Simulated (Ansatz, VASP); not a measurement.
# Cross-check of BaY between VASP and Ansatz, part 2 of 2

Wanted: the spread between two codes on one cell, functional and k mesh. The cell is invented: other elements were put on sites of a known structure type. It may not be a known or stable phase. The cell is taken from a series of VASP runs on this material, whose earlier steps may have relaxed, scaled or displaced it; both programs get it as it stands. Other levels of theory on this material are compared in a session of their own. Valence electrons are named where the data sets of a main pair hold unlike numbers.

VASP 6.6.1 and Ansatz 0.2.0.

So far. Step 2 (VASP: band structure, revPBE): The run ends at a pressure of 0.01 GPa.

## (5) VASP: band structure, revPBE, spin-orbit coupling

Level of this step: revPBE, spin-orbit coupling; plane waves and PAW (Ba_sv, Y_sv); invented cell (VASP).

With cell and atoms fixed, the geometry can't cause a difference; cores, projectors, grids and the points listed under the comparison can.

Input file INCAR:

```
SYSTEM = BaY
PREC = Accurate
ENCUT = 400
EDIFF = 1E-06
NELM = 100
ISMEAR = 1
SIGMA = 0.2
LREAL = .FALSE.
ALGO = Normal
GGA = RE
LNONCOLLINEAR = .TRUE.
MAGMOM = 0 0 0 0 0 0
NBANDS = 32
GGA_COMPAT = .FALSE.
LASPH = .TRUE.
LSORBIT = .TRUE.
LMAXMIX = 4
LORBIT = 11
LWAVE = .FALSE.
LCHARG = .FALSE.
```

Input file POSCAR:

```
BaY
1.0
    4.4888633200      0.0000000000      0.0000000000
    0.0000000000      4.4888633200      0.0000000000
    0.0000000000      0.0000000000      4.4888633200
Ba Y
1 1
Direct
    0.0000000000      0.0000000000      0.0000000000
    0.5000000000      0.5000000000      0.5000000000
```

Input file KPOINTS:

```
Automatic mesh
0
Gamma
4 4 4
0 0 0
```

Input file KPOINTS_OPT:

```
Line mode
16
Line-mode
Reciprocal
  0.00000000   0.00000000   0.00000000 GAMMA
  0.00000000   0.50000000   0.00000000 X

  0.00000000   0.50000000   0.00000000 X
  0.50000000   0.50000000   0.00000000 M

  0.50000000   0.50000000   0.00000000 M
  0.00000000   0.00000000   0.00000000 GAMMA

  0.00000000   0.00000000   0.00000000 GAMMA
  0.50000000   0.50000000   0.50000000 R

  0.50000000   0.50000000   0.50000000 R
  0.00000000   0.50000000   0.00000000 X

  0.50000000   0.50000000   0.00000000 M
  0.50000000   0.50000000   0.50000000 R
```

The projector-augmented-wave data sets are Ba_sv and Y_sv (PBE family, release 64).

Launch:

```
> mpirun -np 1 vasp_ncl
```

Numbers of over 12 decimals in the logs are rounded to 6 here.

Log:

```text
[banner, memory and clock lines left out]
running    1 mpi-ranks, on    1 nodes
[...]
[... a notice as in an earlier step ...]

 LDA part: xc-table for (Slater+PW92), standard interpolation
 POSCAR, INCAR and KPOINTS ok, starting setup
[...]
entering main loop
       N       E                     dE             d eps       ncg     rms          rms(c)
DAV:   1     0.117632615063E+03    0.11763E+03   -0.83224E+03   664   0.965E+02
DAV:   2     0.105006775819E+01   -0.11658E+03   -0.11291E+03   824   0.243E+02
DAV:   3    -0.775189662784E+01   -0.88020E+01   -0.86172E+01   984   0.508E+01
DAV:   4    -0.822607619963E+01   -0.47418E+00   -0.47324E+00  1016   0.983E+00
[...]
DAV:  13    -0.738731939214E+01    0.72057E-05   -0.17602E-05   832   0.242E-02    0.133E-02
DAV:  14    -0.738731713068E+01    0.22615E-05   -0.11918E-05   784   0.181E-02    0.701E-03
DAV:  15    -0.738731769111E+01   -0.56043E-06   -0.70758E-07   592   0.523E-03
   1 F= -.73873177E+01 E0= -.73840476E+01  d E =-.981040E-02  mag=     0.0000    -0.0000     0.0000
 Start KPOINTS_OPT (optional k-point list driver)
k-point batch [1-10\96]
       N       E                     dE             ncg
DAV:   1    -0.193593126323E+04   -0.23633E+04      640
DAV:   2    -0.314473458234E+04   -0.12088E+04      832
DAV:   3    -0.324299966896E+04   -0.98265E+02     1024
DAV:   4    -0.324847456855E+04   -0.54749E+01     1024
DAV:   5    -0.324861601458E+04   -0.14145E+00      936
DAV:   6    -0.324861907688E+04   -0.30623E-02     1016
DAV:   7    -0.324861914975E+04   -0.72874E-04      856
DAV:   8    -0.324861915147E+04   -0.17115E-05      760
DAV:   9    -0.324861915152E+04   -0.57762E-07      608
[...]
k-point batch [91-96\96]
       N       E                     dE             ncg
DAV:   1     0.105085559651E+04   -0.49358E+04      400
DAV:   2     0.428132012663E+03   -0.62272E+03      472
DAV:   3     0.377799779425E+03   -0.50332E+02      584
DAV:   4     0.375319152189E+03   -0.24806E+01      600
DAV:   5     0.375239917061E+03   -0.79235E-01      536
DAV:   6     0.375238613034E+03   -0.13040E-02      576
DAV:   7     0.375238562873E+03   -0.50161E-04      568
DAV:   8     0.375238562031E+03   -0.84154E-06      472
```

From OUTCAR (step 5):

```text
  Total        0.1732913      0.1732913      0.1732913      0.0000000      0.0000000     -0.0000000
  in kB        3.0695742      3.0695742      3.0695742      0.0000000      0.0000000     -0.0000000
  external PRESSURE =       3.0695742 kB  Pullay stress =       0.0000000 kB

  FREE ENERGIE OF THE ION-ELECTRON SYSTEM (eV)
  ---------------------------------------------------
  free  energy   TOTEN  =        -7.3873176911 eV

  energy  without entropy=       -7.3775072864  energy(sigma->0) =       -7.38404756

 magnetization (x)
# of ion       s       p       d       f       tot
--------------------------------------------------
    1        0.000   0.000   0.000   0.000   0.000
    2       -0.000   0.000   0.000   0.000  -0.000
--------------------------------------------------
tot         -0.000   0.000   0.000   0.000  -0.000

 magnetization (y)
# of ion       s       p       d       f       tot
--------------------------------------------------
    1        0.000   0.000   0.000   0.000   0.000
    2       -0.000  -0.000   0.000   0.000  -0.000
--------------------------------------------------
tot         -0.000  -0.000   0.000   0.000  -0.000

 magnetization (z)
# of ion       s       p       d       f       tot
--------------------------------------------------
    1        0.000  -0.000  -0.000   0.000  -0.000
    2        0.000  -0.000  -0.000   0.000   0.000
--------------------------------------------------
tot          0.000  -0.000  -0.000   0.000  -0.000

[... 2 parts as in an earlier step ...]

[... 2 further parts left out ...]
[key lines of the parts left out:]
E-fermi :   2.3344
```

The run ends at a pressure of 0.31 GPa.

## (6) Ansatz: band structure, revPBE, spin-orbit coupling

The same cell, functional, mesh and smearing now go to Ansatz, which takes its cutoff from its data sets.

The cell is taken from a series of VASP runs on this material, whose earlier steps may have relaxed, scaled or displaced it; both programs get it as it stands.

Input file input.yaml:

```yaml
crystal:
  lattice:
    - [4.48886332, 0.0, 0.0]
    - [0.0, 4.48886332, 0.0]
    - [0.0, 0.0, 4.48886332]
  atoms:
    - { symbol: Ba, position: [0.0, 0.0, 0.0] }
    - { symbol: "Y", position: [0.5, 0.5, 0.5] }
hamiltonian:
  xc: revpbe
  pseudopotentials: { kind: paw_fr }
magnetization:
  noncollinear: true
  spin_orbit: true
kpoints:
  mp_grid: { grid: [4, 4, 4] }
  band_path:
    path:
      - [0.0, 0.0, 0.0]
      - [0.0, 0.1, 0.0]
      - [0.0, 0.2, 0.0]
      - [0.0, 0.3, 0.0]
      - [0.0, 0.43333, 0.0]
      - [0.0, 0.5, 0.0]
      - [0.1, 0.5, 0.0]
      - [0.2, 0.5, 0.0]
      - [0.33333, 0.5, 0.0]
      - [0.43333, 0.5, 0.0]
      - [0.5, 0.5, 0.0]
      - [0.36667, 0.36667, 0.0]
      - [0.26667, 0.26667, 0.0]
      - [0.16667, 0.16667, 0.0]
      - [0.06667, 0.06667, 0.0]
      - [0.03333, 0.03333, 0.03333]
      - [0.13333, 0.13333, 0.13333]
      - [0.23333, 0.23333, 0.23333]
      - [0.33333, 0.33333, 0.33333]
      - [0.46667, 0.46667, 0.46667]
      - [0.46667, 0.5, 0.46667]
      - [0.36667, 0.5, 0.36667]
      - [0.23333, 0.5, 0.23333]
      - [0.13333, 0.5, 0.13333]
      - [0.03333, 0.5, 0.03333]
      - [0.5, 0.5, 0.03333]
      - [0.5, 0.5, 0.16667]
      - [0.5, 0.5, 0.26667]
      - [0.5, 0.5, 0.36667]
      - [0.5, 0.5, 0.5]
    npoints: 1
scf:
  occupations: { method: methfessel_paxton, width: 0.2 }
  n_extra_bands: 14
output:
  forces: true
  stress: true
  eigenvalues: true
```

Launch:

```
> ansatz run input.yaml --threads 2 --pin off --max-ram 4608MiB --backend cpu --events-out ev --progress --plain --runs-dir out
```

Log:

```text
[...]
non-collinear run that drives no moment, with spin-orbit: no starting moment large enough to seed its density (crystal.atoms[].spin), no starting occupations that ask for one, no magnetisation constraint and no magnetic field, so the semilocal B_xc is pinned to zero
Crystal: 2 atoms, lattice volume = 90.450 Å³
[...]
k-point 0: bands = [... 17 lower, 4.0013, 6.6119, 6.6119, 6.6119, 6.6119, 9.0791, 9.0791, 9.0791, ... 10 higher]
  k-point 1: bands = [... 17 lower, 4.6902, 6.9316, 6.9316, 6.9730, 6.9730, 8.9476, 8.9476, 9.0019, ... 10 higher]
  k-point 2: bands = [... 17 lower, 6.1730, 6.3031, 6.3031, 7.6872, 7.6872, 8.6631, 8.6631, 8.9170, ... 10 higher]
  k-point 9: bands = [... 17 lower, 7.3924, 7.4737, 7.4737, 7.4737, 7.4737, 8.0264, 8.0264, 8.2366, ... 10 higher]
[key lines of the parts left out:]
SCF converged after 8 iterations
Magnetization: |M| = 0.0000 μB,  M = (+0.0000, +0.0000, +0.0000) μB
Free energy (F): -9814.668790 eV
Fermi energy:    7.542260 eV
P = ⅓ Tr σ = 0.2287 GPa (2.287 kbar)
```

Elapsed: 21 s, on 2 threads of Arm Neoverse N1, shared host; peak memory 0.53 GiB; 40 s of CPU time.

## (7) Comparison

What differs besides the data sets and the points named for the pairs above, as far as they apply: spin-orbit coupling enters by fully relativistic files in Ansatz and inside the spheres in VASP. Total energies have different zeros and are not compared.

Compared:

```tsv
quantity	Ansatz	VASP	difference
pressure (GPa)	0.23	0.31	-0.08
```

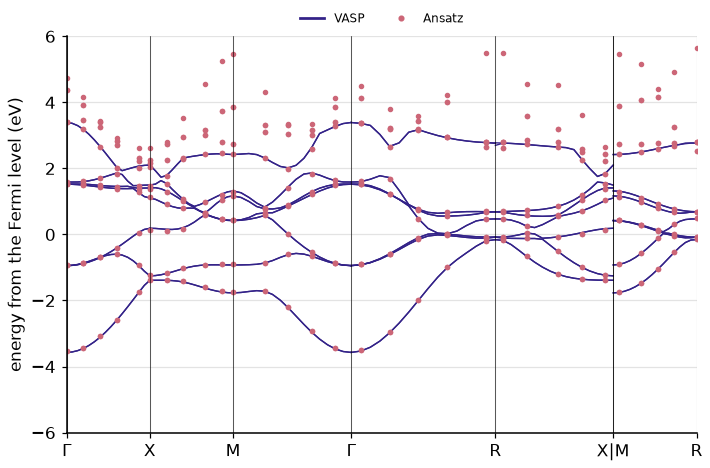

Bands from VASP (lines) and levels from Ansatz (dots). Dots without a line are higher empty bands that the VASP plot leaves out.

Levels from 3 eV below to 2 eV above the Fermi level differ by 16 meV r.m.s. and 42 meV at most; each VASP level is matched to the nearest of Ansatz, which flatters the figure a little.

## (8) What came out

```
r.m.s. difference of levels near the Fermi level (band structure, revPBE)                      : 22 meV
r.m.s. difference of levels near the Fermi level (band structure, revPBE, spin-orbit coupling) : 16 meV
```

The r.m.s. difference of levels near the Fermi level is 22 meV (band structure, revPBE), within the 80 meV picked in this series as the mark of a large difference. 3 further runs of this series are not shown here. Such differences can come from data sets, numerical settings and the points named under the comparisons, not from the functional's error against experiment.

[Lines on the potential files, build, host, timing and source positions are cut from VASP's logs without a mark.]

[Logs are printed without paths, hosts, clocks, repeated set-up lines and the standing remarks that a program may print on its own settings, such as how far it seeks lower states.]

[Hosts, paths, dates, database ids (printed as entryN), source tags and the programs' standing remarks are cut or masked in the printed files.]
